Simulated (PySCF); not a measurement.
**C5H11ClS2Si: density, localisation and related maps**

```xyz
20

C     4.1251   -0.0710   -0.6050
C     2.8052   -0.5672   -0.1284
S     2.6701   -1.8574    0.8623
S     1.4456    0.3475   -0.6907
Si   -0.2237   -0.6813    0.3159
Cl   -0.1619   -0.3023    2.2807
C    -1.7739    0.1088   -0.4683
C    -3.0311   -0.5378    0.1058
C    -1.8187    1.6246   -0.2689
H     4.4110    0.8058   -0.0213
H     4.8844   -0.8381   -0.4736
H     4.0688    0.2322   -1.6489
H    -0.0988   -2.0885   -0.0247
H    -1.7593   -0.0843   -1.5456
H    -3.9211   -0.0993   -0.3412
H    -3.0422   -1.6073   -0.0876
H    -3.0823   -0.3856    1.1812
H    -0.9360    2.0981   -0.6938
H    -1.8693    1.8715    0.7893
H    -2.6972    2.0425   -0.7572
```

Geometry: GFN2-xTB.

All numbers below come from PBE0/pcSseg-1, SCF density, gas phase, non-relativistic (PySCF).

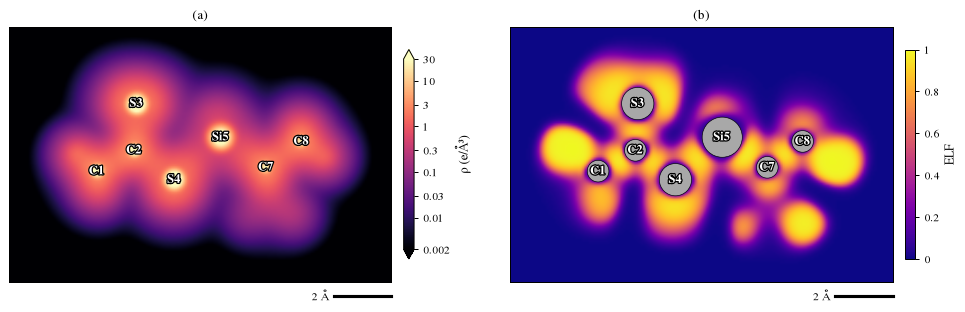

Figure 1. (a) electron density; (b) ELF on the plane of atoms C1, C2 and S4. Grey discs cover the atomic cores in the ELF map.

Question: Read the bonding off the picture.

Answer:
- The section cuts through C, S and Si sites.
- C–C (1.49 Å): ρ at the midpoint is about 1.8 e/Å³; the ELF peaks at about 0.95 between the atoms: localised, covalent bonding.
- C–S (1.63 Å): ρ at the midpoint is about 1.6 e/Å³; the ELF peaks at about 0.90 between the atoms (a covalent bond).
- C–Si (1.91 Å): ρ is about 0.94 e/Å³ halfway; the ELF peaks at about 0.95 between the atoms: localised, covalent bonding.
- Si–S (2.20 Å): the density is about 0.78 e/Å³ at the midpoint; the ELF peaks at about 0.95 between the atoms, as expected for localised, covalent bonding.
- C–C (1.53 Å): ρ is about 1.6 e/Å³ halfway; the ELF peaks at about 0.95 between the atoms, as expected for localised, covalent bonding.
- The ELF also peaks beside S4 and S3, away from the bonds: lone-pair regions.

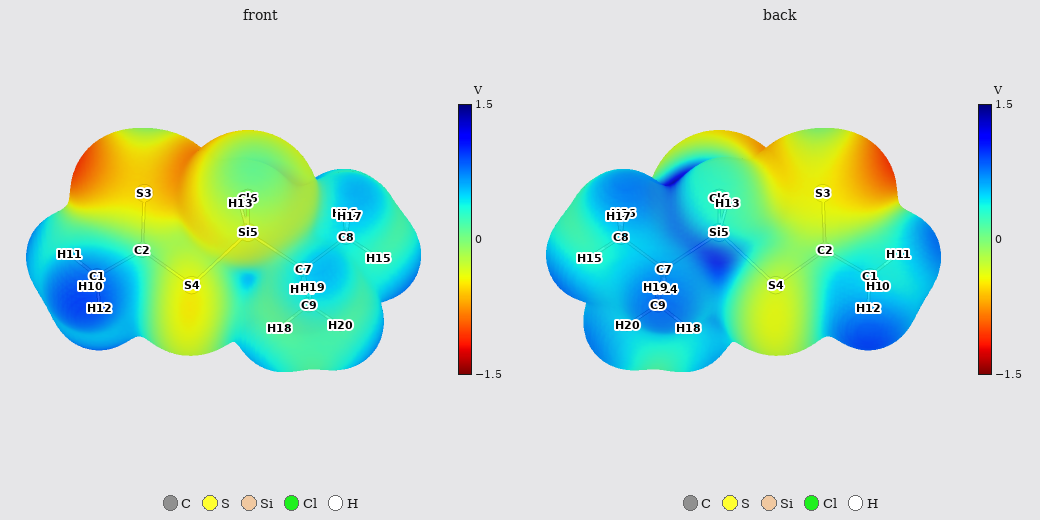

Figure 2. The electrostatic potential painted on the density surface at 0.002 e/bohr³, seen from the front and from behind; red is negative and blue positive.

Question: Which sites attract a positive test charge, and which a negative one?

Answer: A positive charge is drawn to the negative regions and a negative charge to the positive ones. The most negative region (about −1.0 V, or −23 kcal/mol for a unit charge) lies over S3, the most positive (about +1.1 V, or +25 kcal/mol for a unit charge) over Si5.

Question: What dipole moment does the calculation give?

Answer: Its dipole moment is 2.37 D.
